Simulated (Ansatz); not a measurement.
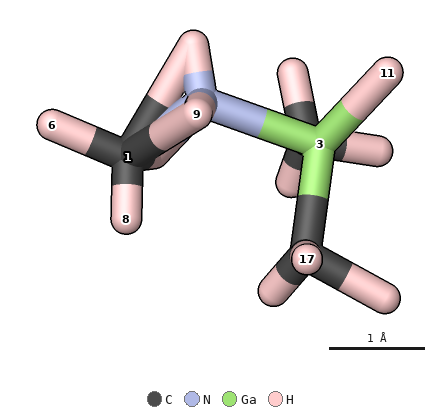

Fig. 1: The input geometry (stick view, seen at a tilt; atoms are numbered from 1 in the order of the input). Sticks mark near contacts. Bond lengths as drawn: C–Ga 1.22 to 1.33 Å, C–H 0.55 to 1.37 Å, C–N 1.00 Å, Ga–H 1.13 Å, Ga–N 1.33 Å and H–N 0.60 to 1.21 Å.

## C3H12GaN: single-point calculation

System: C3H12GaN.
Method: RKS CAM-B3LYP-d3bj/x2c-TZVPPall (Ansatz 0.2.0).

Some settings of this run were made unusual or wrong on purpose. The geometry comes from this level: PBE0-D4/def2-TZVP.

### Input
```yaml
crystal:
  periodic: [false, false, false]
  atoms:
    - {symbol: C, position_ang: [0.407048, 1.006025, -0.755501]}
    - {symbol: N, position_ang: [0.788497, 0.494443, 0.019403]}
    - {symbol: Ga, position_ang: [0.051213, -0.409724, 0.657282]}
    - {symbol: C, position_ang: [0.062423, -1.209806, -0.399266]}
    - {symbol: C, position_ang: [-1.023446, 0.159708, 0.630758]}
    - {symbol: H, position_ang: [0.928412, 1.564144, -1.168223]}
    - {symbol: H, position_ang: [0.340897, 0.319231, -1.095603]}
    - {symbol: H, position_ang: [-0.215583, 1.258494, -0.737464]}
    - {symbol: H, position_ang: [0.711123, 1.035228, 0.465103]}
    - {symbol: H, position_ang: [1.382651, 0.393866, -0.017500]}
    - {symbol: H, position_ang: [0.631022, -0.753468, 1.562907]}
    - {symbol: H, position_ang: [-0.240845, -1.881005, -0.093581]}
    - {symbol: H, position_ang: [0.765738, -1.413900, -0.569497]}
    - {symbol: H, position_ang: [-0.340993, -1.208862, -0.776908]}
    - {symbol: H, position_ang: [-1.330870, 0.251672, 0.120585]}
    - {symbol: H, position_ang: [-1.675127, -0.385835, 1.074686]}
    - {symbol: H, position_ang: [-1.035671, 0.765306, 1.289587]}
basis:
  gaussian: {orbitals: x2c-TZVPPall}
hamiltonian: {xc: {name: CAM-B3LYP}, dispersion: d3bj, pseudopotentials: {relativity: scalar}}
scf: {lower_state_search: full}
```

Run as:
```bash
ansatz run in.yaml --threads 8 --pin off --events-out ev --progress --plain --max-ram 18278MiB
```

### What the program printed
```
Functional definition: CAM-B3LYP
  name "CAM-B3LYP"
  cite "Yanai, Tew & Handy, Chem. Phys. Lett. 393, 51 (2004) doi:10.1016/j.cplett.2004.06.011"
  cite "Iikura, Tsuneda, Yanai & Hirao, J. Chem. Phys. 115, 3540 (2001) doi:10.1063/1.1383587"
  cite "Becke, Phys. Rev. A 38, 3098 (1988) doi:10.1103/PhysRevA.38.3098"
  cite "Lee, Yang & Parr, Phys. Rev. B 37, 785 (1988) doi:10.1103/PhysRevB.37.785"
  cite "Vosko, Wilk & Nusair, Can. J. Phys. 58, 1200 (1980) doi:10.1139/p80-159"
  parameter alpha = 0.19
  parameter beta = 0.46
  parameter omega = 0.33/bohr
  parameter ac = 0.81
  # Exact exchange under (alpha + beta erf(omega r))/r, Becke's under what is left of 1/r.
  exchange = (1 - alpha - beta)*b88_x + beta*b88_x_sr(omega) + alpha*exact_x + beta*exact_x_lr(omega)
  correlation = (1 - ac)*vwn5_c + ac*lyp_c
1803 factors; their error is unknown
483 factors; integrals over basis functions are off by at most 2.6e-6 eV
mean field evaluation 1: about -57529.9713 eV, gradient 1.7e2 eV
mean field evaluation 2: about -57470.4780 eV, gradient 2.2e2 eV
mean field evaluation 4: about -57575.0794 eV, gradient 2.7e1 eV
mean field evaluation 8: about -57575.6736 eV, gradient 1.2e-1 eV
mean field evaluation 16: about -57575.8262 eV, gradient 2.8e-4 eV
mean field -57575.82617808 eV, -2115.8725857478 hartree, gradient 5.2e-5 eV, S^2 0.000000; 0 other end points of the search recorded, 0 dependent functions left out
reference -57575.82630661 eV, -2115.8725904712 hartree; 34, 34 occupied and 306, 306 virtual orbitals, 1803 factors
Total energy: -57576.19388826 eV, -2115.8860988478 hartree
Relativity: scalar
```

### What the run reported

| quantity | value |
| --- | --- |
| outcome | converged |
| total energy | −57576.1939 eV |
| mean-field energy | −57575.8263 eV |
| dispersion energy | −0.3676 eV |
| SCF solution under orbital rotations | stable |
| hardware | 8 threads of Arm Neoverse V2, 23 GiB of memory available, shared host |
| wall time | 4.9 s (CPU time 33 s) |
| peak memory | 1.2 GiB |

The input was spoiled on purpose: squeeze. The run converged all the same; its numbers are those of the faulty input and shouldn't be used.
